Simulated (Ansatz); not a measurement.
A series of calculations on C4H10OSi

## 1. Relaxation

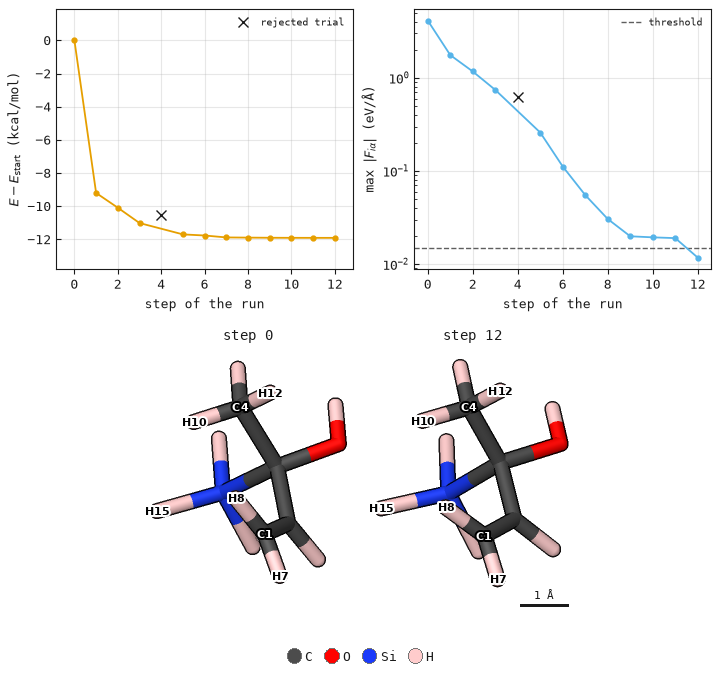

First and last geometry of a relaxation of C4H10OSi, with the history of the run. Style: stick. Shown from a free direction.

The run prepares an end point of a later path (torsion) calculation, from a guessed geometry.

Theory: RKS PBE0/cc-pVDZ (Ansatz). Set-up: no spin polarisation; force threshold 0.015 eV/Å; at most 40 steps.

### Did the run converge, and what did it change?

It converged. The energy falls by 11.9 kcal/mol in 11 accepted moves (12 points after the start). Largest force component: 4.1 eV/Å at the start, 0.012 eV/Å at the end. The line search rejected the trial step at point 4 of the run. An H atom moves most after the best rigid fit: 0.42 Å. By element the largest moves are H 0.42 Å, C 0.18 Å, O 0.16 Å, Si 0.13 Å. Near-neighbour distances that change, for instance: C–C 1.646 → 1.522 Å, C–C 1.401 → 1.335 Å, C–Si 1.997 → 1.934 Å, C–H 1.056 → 1.092 Å. Among the angles between lasting bonds that change: O–C–Si 114.2° → 107.1°, H–C–H 121.7° → 116.9°, C–C–Si 107.5° → 112.0°. Cost: 87 s on 2 threads of Intel(R) Xeon(R) Platinum 8259CL CPU @ 2.50GHz (Skylake/Cascade Lake) (shared host), peak memory 0.41 GiB.

| step | E − E(0), kcal/mol | largest force component, eV/Å | note |
| --- | --- | --- | --- |
| 0 | 0.00 | 4.1156 |  |
| 1 | -9.20 | 1.7546 |  |
| 2 | -10.09 | 1.1699 |  |
| 3 | -11.01 | 0.7422 |  |
| 4 | -10.50 | 0.6301 | rejected |
| 5 | -11.70 | 0.2586 |  |
| 6 | -11.76 | 0.1116 |  |
| 7 | -11.88 | 0.0551 |  |
| 8 | -11.89 | 0.0305 |  |
| 9 | -11.90 | 0.0199 |  |
| 10 | -11.90 | 0.0194 |  |
| 11 | -11.91 | 0.0190 |  |
| 12 | -11.91 | 0.0118 |  |

## 2. Relaxation

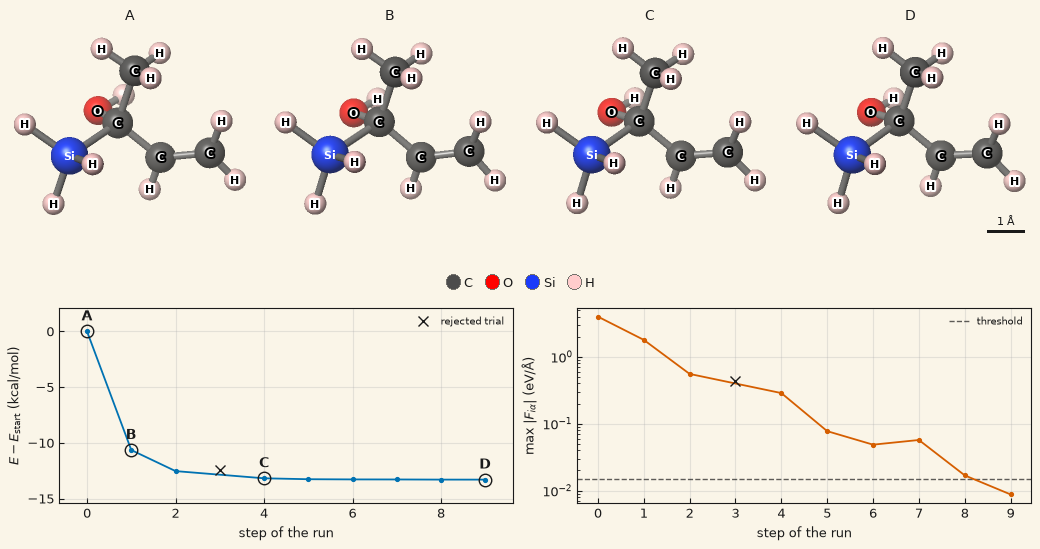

Frames of a relaxation of C4H10OSi, marked on the history of the run. Style: ball-and-stick. Shown at a tilt.

The run prepares an end point of a later path (torsion) calculation, from a guessed geometry.

Computed with RKS PBE0/cc-pVDZ (Ansatz).

Input file:
```yaml
crystal:
  periodic: [false, false, false]
  atoms:
    - { symbol: C, position_ang: [0.1403, -2.1654, -0.8654] }
    - { symbol: C, position_ang: [-0.685, -1.0918, -0.5077] }
    - { symbol: C, position_ang: [-0.285, 0.3347, -0.1948] }
    - { symbol: C, position_ang: [1.2947, 0.6527, -0.5299] }
    - { symbol: O, position_ang: [-1.06, 1.151, -1.0657] }
    - { symbol: Si, position_ang: [-0.5731, 0.7058, 1.7466] }
    - { symbol: H, position_ang: [-0.3271, -3.0833, -1.0977] }
    - { symbol: H, position_ang: [1.2072, -2.025, -0.9844] }
    - { symbol: H, position_ang: [-1.7529, -1.2493, -0.4135] }
    - { symbol: H, position_ang: [1.9259, 0.0425, 0.0851] }
    - { symbol: H, position_ang: [1.4418, 1.6999, -0.3263] }
    - { symbol: H, position_ang: [1.4371, 0.4748, -1.5741] }
    - { symbol: H, position_ang: [-0.8916, 0.90858, -2.01268] }
    - { symbol: H, position_ang: [-0.3401, 2.1473, 2.0115] }
    - { symbol: H, position_ang: [0.36, -0.1357, 2.5796] }
    - { symbol: H, position_ang: [-1.9766, 0.411, 2.124] }
basis:
  gaussian: { orbitals: cc-pVDZ }
hamiltonian:
  xc: pbe0
relax:
  f_tol: 0.015
  max_steps: 40
```

Launched with:
```bash
ansatz run input.yaml --threads 2 --pin off --max-ram 3072MiB --backend cpu --events-out ev --progress --plain --runs-dir out
```

### What happens along the run?

The largest move after the best rigid fit is that of H13, 0.28 Å. By element the largest moves are H 0.28 Å, O 0.22 Å, Si 0.11 Å, C 0.09 Å. Among the contacts that change: C3–C4 1.646 → 1.523 Å, C3–Si6 1.997 → 1.930 Å, C1–C2 1.401 → 1.336 Å, C1–H7 1.056 → 1.092 Å. Among the angles between lasting bonds that change: O5–C3–Si6 114.2° → 102.6°, H10–C4–H12 112.8° → 107.7°, H7–C1–H8 121.7° → 116.8°. The energy falls by 13.3 kcal/mol in 8 accepted moves (9 points after the start). The largest force component goes from 4 to 0.0088 eV/Å. The line search rejected the trial step at point 3 of the run. Cost: 68 s on 2 threads of Intel(R) Xeon(R) Platinum 8259CL CPU @ 2.50GHz (Skylake/Cascade Lake), with other jobs on the host, peak memory 0.41 GiB. From step 0 to 1: H13 moves most (0.19 Å), energy −10.6 kcal/mol. From step 1 to 4: H13 moves most (0.07 Å), energy −2.53 kcal/mol. From step 4 to 9: H8 moves most (0.08 Å), energy −0.12 kcal/mol.

## 3. Path

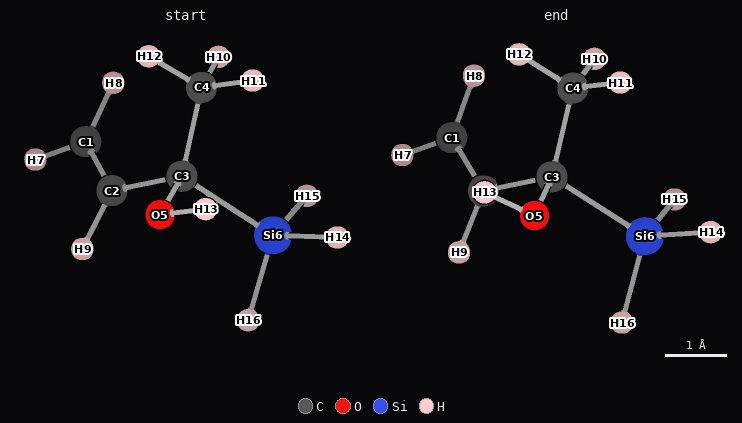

The two relaxed end points of a path for C4H10OSi. A ball-and-stick model, seen from a free direction.

Computed with Ansatz, RKS PBE0/cc-pVDZ.

Set-up: 9 movable images; climbing image; force threshold 0.05 eV/Å; iteration limit 30.

Start:
```xyz
16

C     0.1051   -2.1103   -0.6935
C    -0.6605   -1.0225   -0.5774
C    -0.2116    0.3661   -0.2353
C     1.2363    0.6562   -0.6056
O    -1.1037    1.2422   -0.9382
Si   -0.5404    0.6173    1.6538
H    -0.3396   -3.0838   -0.9091
H     1.1908   -2.0793   -0.5720
H    -1.7456   -1.1053   -0.7074
H     1.9373   -0.0061   -0.0760
H     1.5062    1.6925   -0.3444
H     1.3768    0.5238   -1.6903
H    -0.8701    2.1469   -0.6923
H    -0.3958    2.0877    1.9452
H     0.4316   -0.1474    2.5034
H    -1.9398    0.1993    1.9833
```

End:
```xyz
16

C     0.0767   -2.0079   -0.8379
C    -0.6761   -0.9557   -0.5042
C    -0.2022    0.4173   -0.1248
C     1.2545    0.6931   -0.4746
O    -1.0597    1.4007   -0.7142
Si   -0.5140    0.6625    1.7636
H    -0.3804   -2.9694   -1.0822
H     1.1681   -1.9587   -0.8716
H    -1.7679   -1.0613   -0.4845
H     1.9461    0.0356    0.0736
H     1.5057    1.7361   -0.2341
H     1.4275    0.5379   -1.5541
H    -1.0246    1.2657   -1.6722
H    -0.2181    2.0847    2.1343
H     0.3841   -0.2510    2.5437
H    -1.9427    0.3476    2.0837
```

> Predict the minimum-energy path and its barrier.

The highest point, image 5, lies 0.060 eV above the start and 0.097 eV above the end; the end is at −0.037 eV relative to the start. The motion is a rotation about the C3–O5 bond by about 125°. No bond forms or breaks between the ends. Among the angles between lasting bonds that change up to the highest image: O5–C3–Si6 107.1° → 103.6°. The band is converged.

Energies of the converged images:

```
image  path (Å)  E (eV)
    0      0.00   0.000
    1      0.17   0.002
    2      0.35   0.013
    3      0.53   0.032
    4      0.70   0.052
    5      0.88   0.060
    6      1.11   0.043
    7      1.34   0.009
    8      1.57  -0.021
    9      1.80  -0.034
   10      2.04  -0.037
```

The geometry at the top of the path:

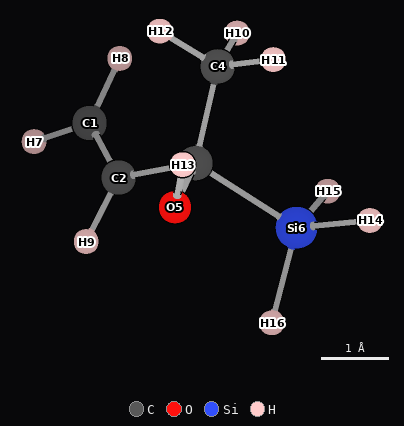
